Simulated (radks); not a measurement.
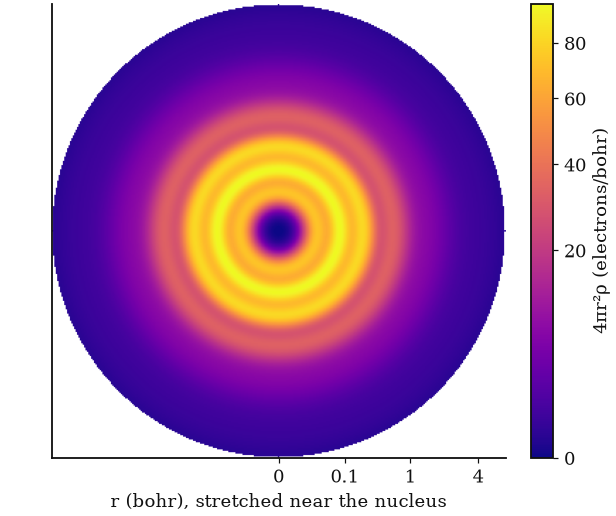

**Figure 1.** The radial density 4πr²ρ as a disc about the nucleus, with the radius drawn as r to the power 0.3. There are 4 maxima, at r = 0.0179, 0.0791, 0.224 and 0.628 bohr, parted by minima at 0.0344, 0.148 and 0.460 bohr, inside which lie 2.0, 11.2 and 28.9 electrons. The configuration has 6 principal shells, so not every shell has a maximum of its own.

# Run report: Ba, atomic calculation

- system: the neutral barium atom in the configuration [Xe] 6s2. It sits in a hard spherical wall of radius 8 bohr.
- method: scalar-relativistic Kohn-Sham, LDA (Slater exchange, Perdew-Wang correlation), spin-polarised, spherical densities, finite nucleus (the in-house radial solver radks)

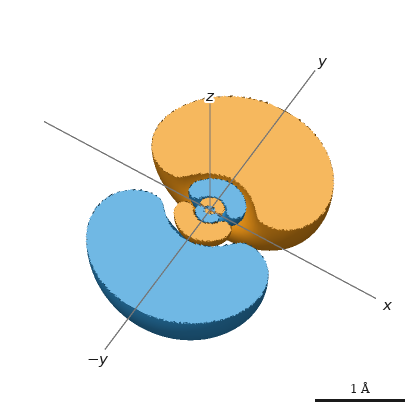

**Figure 2.** One occupied orbital is shown. The surface of constant |ψ| that holds about 85 % of the electron is drawn, orange where ψ is positive and blue where it is negative, with the half in front of the xy plane cut away and the cut face painted. The radial function comes from the spherical calculation and is multiplied by a real spherical harmonic; the overall sign is chosen so that the largest lobe of P(r) is positive; at the scalar-relativistic level it is the large component. It is 5p(y). It has the nodal plane xz and 3 radial nodes, at r = 0.112, 0.334 and 0.858 bohr; only the outer 2 can be made out at this scale. The outermost maximum of P² lies at 1.67 bohr, ⟨r⟩ = 1.93 bohr, 90 % of the charge lies within 2.83 bohr, and the eigenvalue is −17.8 eV, with 6 electrons in the shell.

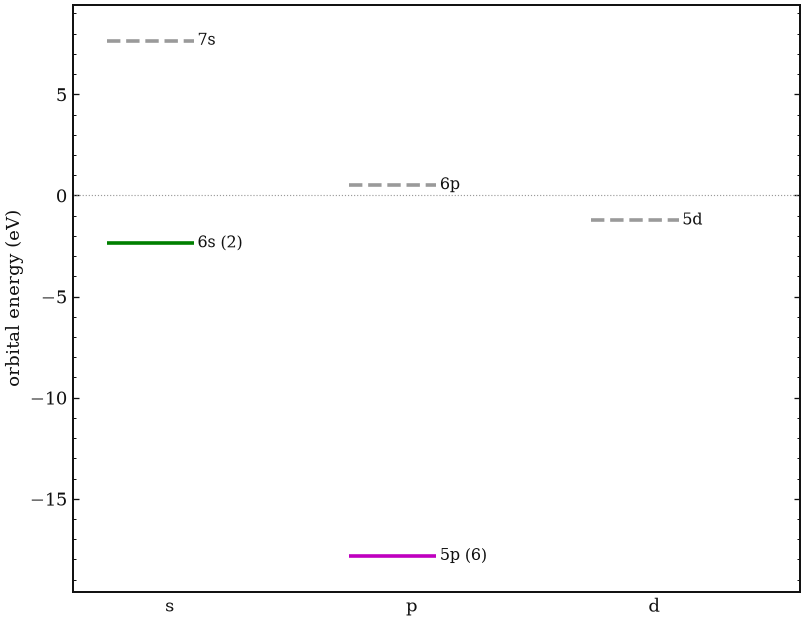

**Figure 3.** The outer levels are drawn by angular momentum (occupations in brackets, empty levels dashed). The highest occupied level is 6s at −2.36 eV. From the top down the occupied levels run 6s (−2.36 eV), 5p (−17.8 eV). The lowest empty level drawn is 5d at −1.24 eV.

Input and output of the run follow.

## Input file
```
Z 56
configuration [Xe] 6s2 5d0 6p0 7s0
relativity scalar-relativistic
functional lda,pw
spin polarised
nucleus finite rms 4.8378 fm
wall 8 bohr
c 137.035999084
```

Energies in input and log are in hartree, lengths in bohr (the nuclear radius in fm).

## Log
```
1s      1   1.0000       -1367.66200734
2s      1   1.0000        -216.18320120
2p      1   3.0000        -193.96673718
3s      1   1.0000         -45.58432647
3p      1   3.0000         -38.45923297
3d      1   5.0000         -28.07727483
4s      1   1.0000          -8.89965246
4p      1   3.0000          -6.59859694
4d      1   5.0000          -3.25582747
5s      1   1.0000          -1.20500274
5p      1   3.0000          -0.65516038
6s      1   1.0000          -0.08677195
5d      1   0.0000          -0.04542608
6p      1   0.0000           0.01881472
7s      1   0.0000           0.28122960
1s      2   1.0000       -1367.66200734
2s      2   1.0000        -216.18320120
2p      2   3.0000        -193.96673718
3s      2   1.0000         -45.58432647
3p      2   3.0000         -38.45923297
3d      2   5.0000         -28.07727483
4s      2   1.0000          -8.89965246
4p      2   3.0000          -6.59859694
4d      2   5.0000          -3.25582747
5s      2   1.0000          -1.20500274
5p      2   3.0000          -0.65516038
6s      2   1.0000          -0.08677195
5d      2   0.0000          -0.04542608
6p      2   0.0000           0.01881472
7s      2   0.0000           0.28122960
Etot -8128.94634613705
Ekin 8578.816095455182
Encl -19677.28259281882
Eh 3160.7331374553705
Exc -191.2129862287808
err 7.889470957060146e-09
it 13
```

## Results in brief

| quantity | value |
| --- | --- |
| outcome | converged |
| total energy | −8128.9463 hartree |
| kinetic energy | 8578.8161 hartree |
| electron–nucleus energy | −19677.2826 hartree |
| Hartree energy | 3160.7331 hartree |
| exchange–correlation energy | −191.212986 hartree |
| radius at density 0.001 e/bohr³ | 5.47 bohr |
| pressure on the wall | 1.01 GPa |
| SCF iterations | 13 |
| hardware | 1 CPU thread, shared host |
